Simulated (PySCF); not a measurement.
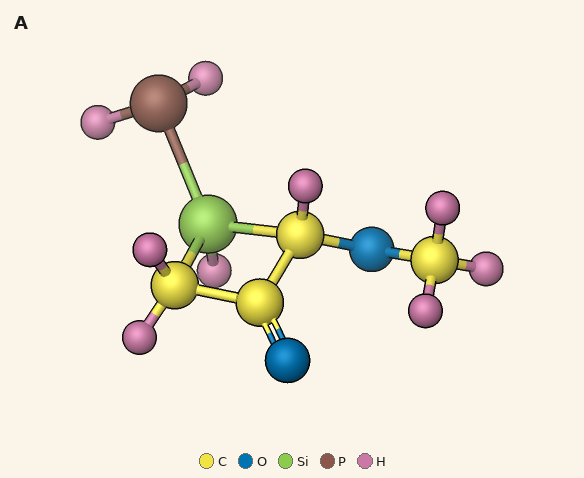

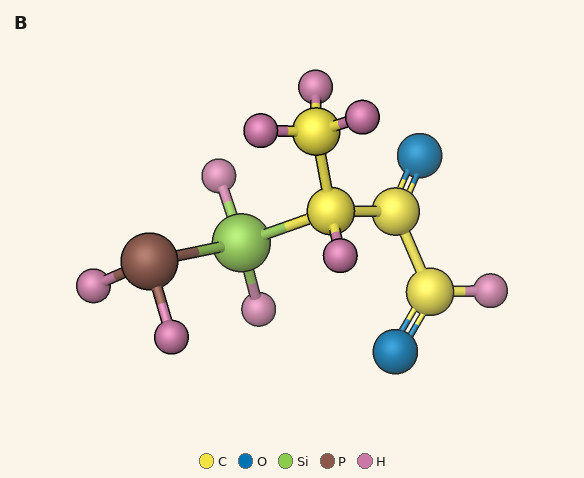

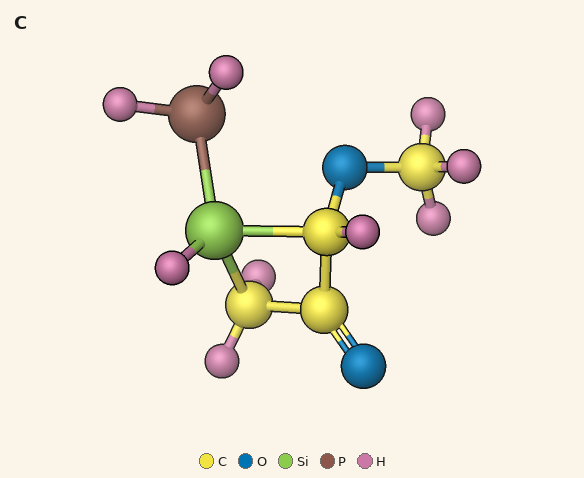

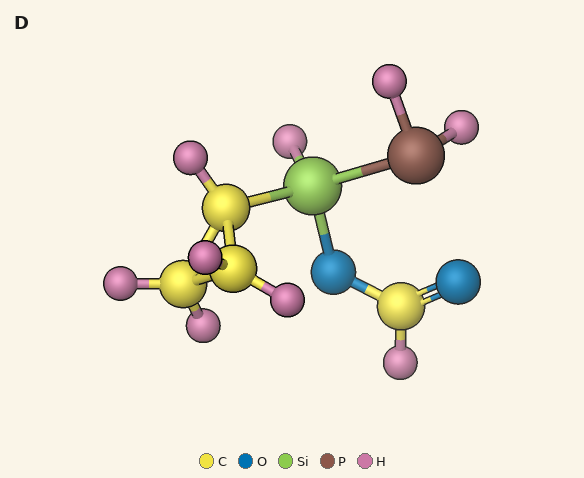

4 stationary structures of one formula. Geometries: GFN2-xTB. Electronic energies: PBE0/pcSseg-1 (PySCF 2.14.0), without zero-point energy. No frequency run is at hand to confirm each as a minimum. Each is one conformer, not always the lowest.

**Which structure is the most stable?**

D is lowest; B lies 1.118 eV above it, A lies 1.580 eV above it, C lies 1.873 eV above it. A is `CO[C@@H]1C(=O)C[Si@H]1P`, B is `C[C@@H]([SiH2]P)C(=O)C=O`, C is `CO[C@@H]1C(=O)C[Si@@H]1P`, D is `O=CO[Si@H](P)C1CC1`.

The geometry is semi-empirical. Around P, Si such bond lengths and angles can be off by a tenth of an ångström or more and by several degrees, and values that hang on the shape move with them.
